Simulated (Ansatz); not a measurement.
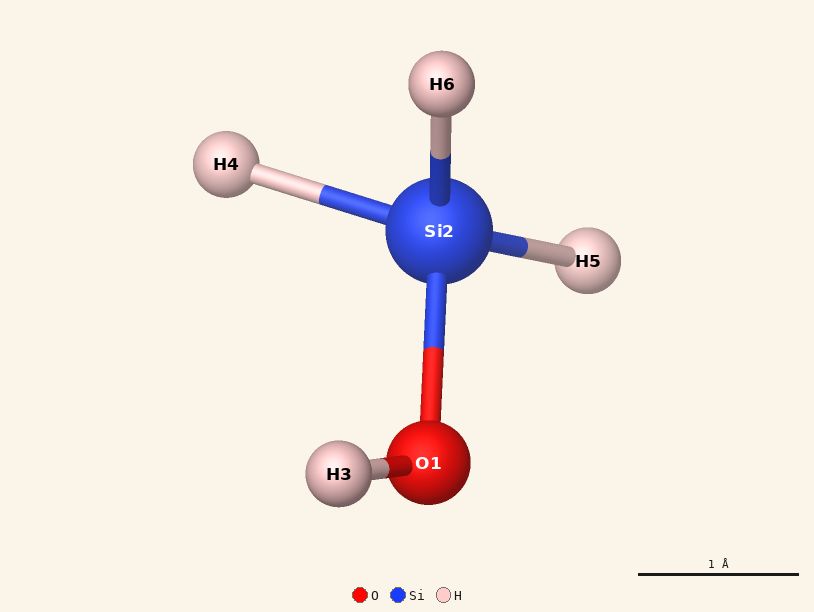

Simulated data, not a measurement (program: Ansatz).

Geometry: moved along internal coordinates away from the minimum.

Give the bond lengths.

```csv
bond,length (Å),order
O1–Si2,1.648,single
O1–H3,0.958,single
Si2–H4,1.489,single
Si2–H5,1.481,single
Si2–H6,1.489,single
```
